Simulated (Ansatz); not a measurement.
# La2PI2 (P-3m1): O as an interstitial, part 2 of 2

What happens around O as an interstitial in La2PI2 (P-3m1)? The defect sits in a supercell of 20 host atoms, whose cell is held.

Ansatz 0.2.0; DFT PBEsol, scalar-relativistic, plane waves, PAW.

## (4) The output, continued: O_i, charge +0, atoms relaxed at the host's cell

Output, continued:

```text
  E_closure    = -0.000000  (closes the sum)
  Σ components = -112302.093306   (vs F -112302.093306, Δ=0.00e0)
--- Forces (eV/Å), atoms counted from 1 ---
  atom   1  I     -0.00004901     0.00114446    -0.00011925
  atom   2  I      0.00098842    -0.00052596    -0.00016561
  atom   3  I     -0.00008090     0.00015123    -0.00034824
  atom   4  I     -0.00115297    -0.00067152    -0.00005573
  atom   5  I     -0.00029090    -0.00055908     0.00188799
  atom   6  I      0.00013060     0.00000034    -0.00040192
  atom   7  I      0.00065338    -0.00010316     0.00189890
  atom   8  I     -0.00029758     0.00026975     0.00198006
  atom   9  La     0.00625823     0.00376384     0.00250959
  atom  10  La    -0.00006424    -0.00011657     0.00044332
  atom  11  La    -0.00662350     0.00388305     0.00276219
  atom  12  La     0.00008272    -0.00761574     0.00266425
  atom  13  La     0.00002300    -0.00546058    -0.00534277
  atom  14  La    -0.00506124     0.00275578    -0.00544968
  atom  15  La    -0.00006171     0.00002834    -0.00316902
  atom  16  La     0.00521416     0.00294305    -0.00582429
  atom  17  P     -0.00001855     0.00093718     0.00230406
  atom  18  P      0.00090702    -0.00035023     0.00224543
  atom  19  P     -0.00012659     0.00020374    -0.00686334
  atom  20  P     -0.00080283    -0.00072626     0.00229364
  atom  21  O      0.00035969     0.00006514     0.00672393
  max |Σ_I F_I| component: 2.65e-5 eV/Å
--- Band table (eV; the first three rows and the last of 9) ---
  k-point 0: bands = ["-36.9783", "-36.9783", "-36.9762", "-36.9669", "-36.9669", "-36.9072", "-36.9071", "-36.9071", "-36.9054", "-36.9054", "-36.9053", "-36.9005", "-36.9003", "-36.9002", "-36.8955", "-36.8955", "-36.8949", "-36.8919", "-36.8916", "-36.8916", "-36.6809", "-36.6809", "-36.6752", "-36.6752", "-36.6719", "-36.6089", "-36.6087", "-36.6086", "-36.6055", "-36.6054", "-36.6053", "-36.5962", "-36.5959", "-36.5958", "-36.5698", "-36.5697", "-36.5687", "-36.5671", "-36.5665", "-36.5664", "-24.2023", "-24.1339", "-24.1098", "-24.1098", "-24.0344", "-23.9854", "-23.9590", "-23.9590", "-11.2251", "-8.4016", "-8.3304", "-8.3304", "-8.2609", "-8.1620", "-8.1620", "-8.0102", "-7.9198", "-7.9197", "-7.8852", "-7.8852", "-7.8507", "-7.8342", "-7.7841", "-7.7653", "-7.7653", "-7.7479", "-7.7479", "-7.6853", "-7.6852", "-7.6444", "-7.5929", "-7.5929", "-6.0008", "-4.7271", "-4.5093", "-4.4388", "-4.4388", "-4.3544", "-4.1774", "-4.1381", "-4.1381", "-0.6598", "-0.5394", "-0.4828", "-0.4828", "3.6926", "3.9273", "3.9274", "4.1248", "4.2081", "4.2081", "4.2462", "4.5292", "4.5293", "4.8486", "5.0634", "5.1367", "5.1368", "5.3599", "5.4783", "5.4784", "5.5479", "5.5683", "5.5683", "5.7873", "5.8132", "5.8132", "5.8904", "5.8904", "6.0630", "6.1122", "6.1123", "6.2868", "6.5539", "6.5540", "6.6219", "6.7301", "6.7301", "6.8467", "6.8467", "6.9154", "7.0565", "7.0565", "7.2666", "8.1307", "8.1308", "8.7255", "9.8047", "9.8047", "9.9373", "9.9401", "9.9402", "9.9765", "10.1126", "10.2368", "10.2368", "10.2888", "10.3387", "10.3467", "10.3467", "10.4310", "10.4373", "10.4373", "10.4767", "10.4767", "10.4954", "10.4954", "10.5136", "10.5431", "10.5433"]
  k-point 1: bands = ["-36.9783", "-36.9783", "-36.9762", "-36.9669", "-36.9669", "-36.9072", "-36.9071", "-36.9071", "-36.9054", "-36.9054", "-36.9053", "-36.9005", "-36.9003", "-36.9002", "-36.8955", "-36.8954", "-36.8950", "-36.8919", "-36.8917", "-36.8916", "-36.6809", "-36.6809", "-36.6752", "-36.6752", "-36.6719", "-36.6089", "-36.6087", "-36.6086", "-36.6055", "-36.6054", "-36.6053", "-36.5962", "-36.5959", "-36.5958", "-36.5697", "-36.5696", "-36.5688", "-36.5671", "-36.5665", "-36.5664", "-24.2006", "-24.1302", "-24.1153", "-24.1098", "-24.0301", "-23.9885", "-23.9603", "-23.9590", "-11.2145", "-8.3162", "-8.2519", "-8.2175", "-8.2024", "-8.1273", "-8.1188", "-8.0612", "-7.9820", "-7.9590", "-7.9472", "-7.9250", "-7.9116", "-7.8406", "-7.8314", "-7.8005", "-7.7940", "-7.7723", "-7.7520", "-7.7038", "-7.6826", "-7.6734", "-7.6533", "-7.6039", "-5.8915", "-4.6561", "-4.5232", "-4.4483", "-4.4243", "-4.3142", "-4.2233", "-4.1381", "-4.1307", "-0.6324", "-0.5637", "-0.5127", "-0.4809", "3.7855", "4.0080", "4.1122", "4.3201", "4.3515", "4.4232", "4.5240", "4.5635", "4.6492", "4.7125", "4.9286", "5.0589", "5.0942", "5.2381", "5.3047", "5.4312", "5.5117", "5.5760", "5.5950", "5.6679", "5.6965", "5.7767", "5.7906", "5.8235", "6.0584", "6.1019", "6.2678", "6.2756", "6.3755", "6.3838", "6.4986", "6.5316", "6.6086", "6.6396", "6.6858", "6.7670", "6.8125", "6.9994", "7.4988", "8.4126", "8.8020", "8.9584", "9.3090", "9.7569", "9.8268", "9.9190", "9.9910", "10.1070", "10.1535", "10.1896", "10.2661", "10.2755", "10.2848", "10.3103", "10.3555", "10.4104", "10.4162", "10.4215", "10.4692", "10.4736", "10.4830", "10.5093", "10.5245", "10.5288", "10.5405"]
  k-point 2: bands = ["-36.9783", "-36.9783", "-36.9762", "-36.9669", "-36.9669", "-36.9072", "-36.9071", "-36.9071", "-36.9054", "-36.9054", "-36.9053", "-36.9005", "-36.9003", "-36.9002", "-36.8955", "-36.8954", "-36.8950", "-36.8919", "-36.8917", "-36.8916", "-36.6809", "-36.6809", "-36.6752", "-36.6752", "-36.6719", "-36.6089", "-36.6087", "-36.6086", "-36.6055", "-36.6054", "-36.6053", "-36.5962", "-36.5959", "-36.5958", "-36.5697", "-36.5696", "-36.5688", "-36.5671", "-36.5665", "-36.5664", "-24.2006", "-24.1302", "-24.1153", "-24.1098", "-24.0301", "-23.9885", "-23.9603", "-23.9590", "-11.2145", "-8.3162", "-8.2521", "-8.2175", "-8.2022", "-8.1271", "-8.1189", "-8.0608", "-7.9825", "-7.9592", "-7.9471", "-7.9252", "-7.9118", "-7.8407", "-7.8310", "-7.8005", "-7.7940", "-7.7723", "-7.7518", "-7.7039", "-7.6826", "-7.6734", "-7.6533", "-7.6039", "-5.8915", "-4.6555", "-4.5219", "-4.4487", "-4.4260", "-4.3153", "-4.2237", "-4.1384", "-4.1287", "-0.6314", "-0.5631", "-0.5131", "-0.4823", "3.7595", "4.0305", "4.1446", "4.2996", "4.3095", "4.3638", "4.5216", "4.6004", "4.6299", "4.7778", "5.1029", "5.1035", "5.1566", "5.2386", "5.2499", "5.3177", "5.5050", "5.5541", "5.5590", "5.6277", "5.6559", "5.7176", "5.7878", "5.8048", "6.0238", "6.0941", "6.2727", "6.3583", "6.4222", "6.4311", "6.4989", "6.5557", "6.5967", "6.6543", "6.6817", "6.7164", "6.8370", "6.9973", "7.4870", "8.4888", "8.7202", "8.9454", "9.2708", "9.7211", "9.8736", "9.9406", "9.9978", "10.0535", "10.2068", "10.2144", "10.2698", "10.2775", "10.2838", "10.3032", "10.3618", "10.4029", "10.4104", "10.4324", "10.4652", "10.4697", "10.4900", "10.5049", "10.5226", "10.5306", "10.5361"]
  k-point 8: bands = ["-36.9783", "-36.9783", "-36.9762", "-36.9669", "-36.9669", "-36.9072", "-36.9071", "-36.9071", "-36.9054", "-36.9054", "-36.9053", "-36.9005", "-36.9003", "-36.9002", "-36.8955", "-36.8954", "-36.8950", "-36.8918", "-36.8917", "-36.8916", "-36.6809", "-36.6809", "-36.6752", "-36.6752", "-36.6719", "-36.6089", "-36.6087", "-36.6086", "-36.6054", "-36.6054", "-36.6053", "-36.5962", "-36.5959", "-36.5958", "-36.5697", "-36.5696", "-36.5688", "-36.5671", "-36.5665", "-36.5664", "-24.2006", "-24.1302", "-24.1153", "-24.1098", "-24.0301", "-23.9885", "-23.9603", "-23.9590", "-11.2145", "-8.3162", "-8.2521", "-8.2175", "-8.2022", "-8.1270", "-8.1189", "-8.0607", "-7.9825", "-7.9592", "-7.9471", "-7.9252", "-7.9117", "-7.8407", "-7.8310", "-7.8005", "-7.7940", "-7.7723", "-7.7518", "-7.7039", "-7.6826", "-7.6734", "-7.6533", "-7.6038", "-5.8915", "-4.6555", "-4.5219", "-4.4487", "-4.4260", "-4.3153", "-4.2237", "-4.1385", "-4.1286", "-0.6314", "-0.5631", "-0.5131", "-0.4823", "3.7595", "4.0305", "4.1445", "4.2996", "4.3095", "4.3638", "4.5216", "4.6004", "4.6299", "4.7778", "5.1029", "5.1036", "5.1565", "5.2387", "5.2499", "5.3178", "5.5050", "5.5541", "5.5590", "5.6277", "5.6559", "5.7177", "5.7878", "5.8047", "6.0237", "6.0941", "6.2728", "6.3583", "6.4223", "6.4311", "6.4989", "6.5557", "6.5966", "6.6543", "6.6818", "6.7163", "6.8370", "6.9973", "7.4870", "8.4887", "8.7202", "8.9455", "9.2708", "9.7211", "9.8736", "9.9406", "9.9977", "10.0535", "10.2068", "10.2144", "10.2698", "10.2775", "10.2838", "10.3032", "10.3618", "10.4029", "10.4104", "10.4324", "10.4651", "10.4697", "10.4900", "10.5049", "10.5226", "10.5306", "10.5361"]
--- Relaxed structure (6 steps of the walk, 6 accepted, 0 SCFs on fresh bases) ---
  F+E_penalty+E_count = -112302.09330569 eV   max|allowed force component| = 7.617e-3 eV/Å
  atoms:
    - { symbol: I, position: [0.34266169237536037, 0.17329381366006408, 0.336121247532474] }
    - { symbol: I, position: [0.8283899020280983, 0.1733034804605702, 0.3361156568879209] }
    - { symbol: I, position: [0.33315591139046463, 0.6685354198238257, 0.34210372692513535] }
    - { symbol: I, position: [0.8283736575153324, 0.6590075775780047, 0.3361209957375268] }
    - { symbol: I, position: [0.1796701815064476, 0.36168557934112244, 0.6431213858541988] }
    - { symbol: I, position: [0.6664772685182629, 0.33522401244051653, 0.6704304042884276] }
    - { symbol: I, position: [0.17974362842003141, 0.8220189641876543, 0.6431222373324319] }
    - { symbol: I, position: [0.6399932319979549, 0.821944173502568, 0.6431253750517433] }
    - { symbol: La, position: [0.16766070096359129, 0.33756192700924065, 0.14972570236673946] }
    - { symbol: La, position: [0.6664716619504926, 0.33520454210718836, 0.13598242292032006] }
    - { symbol: La, position: [0.16765510651210855, 0.8340189023869724, 0.14973399404778995] }
    - { symbol: La, position: [0.6641202665755586, 0.8340317148756833, 0.1497267799076886] }
    - { symbol: La, position: [0.2997751460267928, 0.15187706361185693, 0.8396793797846765] }
    - { symbol: La, position: [0.8498158844611343, 0.15185063704578178, 0.8396794249422742] }
    - { symbol: La, position: [0.3331364016798776, 0.6685414645012945, 0.8461598084677018] }
    - { symbol: La, position: [0.8498451837022757, 0.701934709125434, 0.8396710156489577] }
    - { symbol: P, position: [0.002670737669505799, 0.5033024508072047, -0.005457799937239844] }
    - { symbol: P, position: [0.4983867169820738, 0.5033189007744683, -0.005462039740820978] }
    - { symbol: P, position: [-0.00018236933118629138, 1.001870641080104, 0.03561328781885467] }
    - { symbol: P, position: [0.4983640724945825, 0.9990065273784702, -0.0054575511521567175] }
    - { symbol: O, position: [-0.00018682333876182618, 0.0018970896019754534, 0.800419082215355] }
```

Wall time 3.8 min (8 threads of Arm Neoverse V1, shared host); peak memory 3.8 GiB.

The steps of the relaxation:

```
step  energy from step 1 (eV/cell)  largest force component (eV/Å)
   1                        0.0000                          2.8660
   2                       -1.8523                          2.2284
   3                       -2.8056                          0.9062
   4                       -3.0972                          0.1808
   5                       -3.1122                          0.0409
   6                       -3.1125                          0.0076
```

Step 1 is the start.

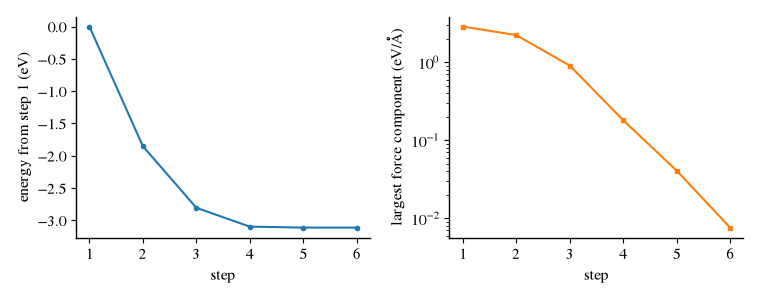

How energy and force went from step to step.

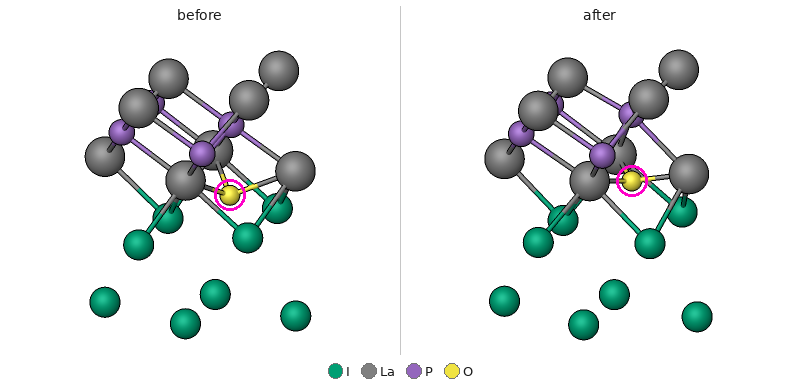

The structure before (left) and after (right), drawn at the same scale. Each atom of the cell is drawn once, at one copy chosen for all pictures, so bonds across the cell's faces may be missing.

Largest move: O21, 0.57 Å.

Result: free energy -112302.093 eV, no gap on the mesh.

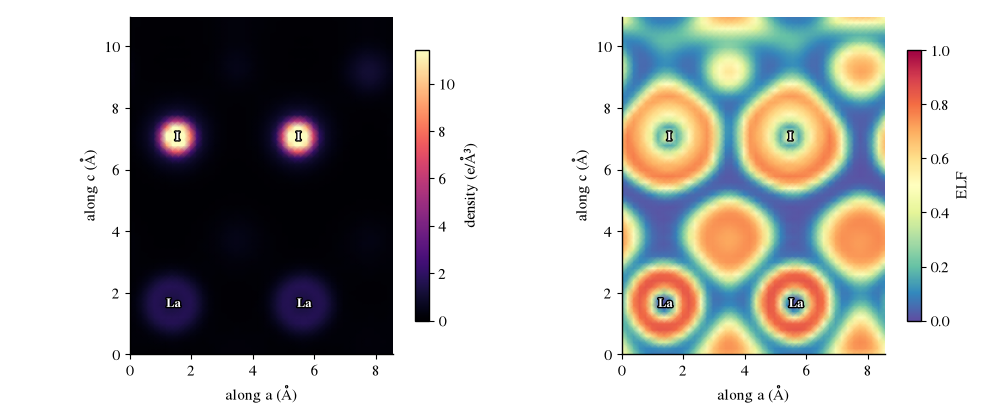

Density (left) and ELF (right) in a lattice plane of the grid's cell (edges 8.54 and 10.97 Å, at 0.822 of the third edge), which holds I and La. Only atoms in the plane are labelled; the density scale stops at 11.41 e/Å³. Both are smooth fields of the valence electrons: close to the nuclei they are not physical.

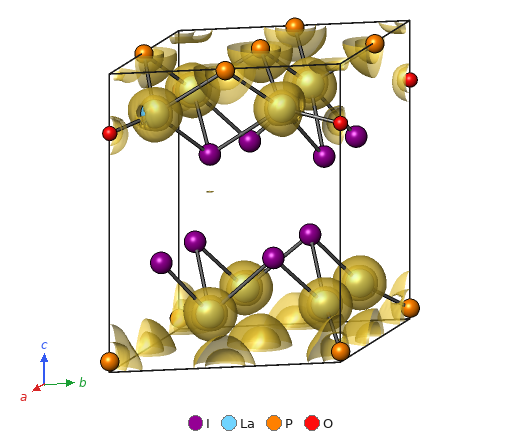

Surface of ELF = 0.80, drawn in one cell.

The highest ELF values outside the cores: 0.87 beside P, off the lines to its neighbours, 1.0 Å from P; 0.86 in the shell around P, 1.0 Å from P; 0.84 in the shell around O, 0.6 Å from O.

## (5) The neighbours

| state | neighbours of the first change (round the atom where it ends) | largest move from the ideal sites (Å) | cell moment (μB) | gap on the mesh (eV) |
| --- | --- | --- | --- | --- |
| ideal sites | 3 I at 2.65, 3 La at 2.72, 1 P at 2.74 Å |  | 0.00 |  |
| charge 0 | 3 La at 2.26, 1 P at 2.58, 3 I at 3.17 Å | 0.61 | 0.00 | none |

## (6) Outcome

This closing draws on all 2 parts.

| quantity | value |
| --- | --- |
| formation energy, neutral | -3.23 eV |
| largest move, neutral | 0.61 Å |

In words: With atoms taken from and given to the elements' standard states, the neutral defect gains 3.23 eV; that is one limit of the chemical potentials, and it holds no correction for gases. A gain means that this limit lies outside the range in which the host is stable, or that the atom binds strongly. A cell of 20 atoms is small: the defect feels its images, and no test of size was made. Spin–orbit coupling is left out.
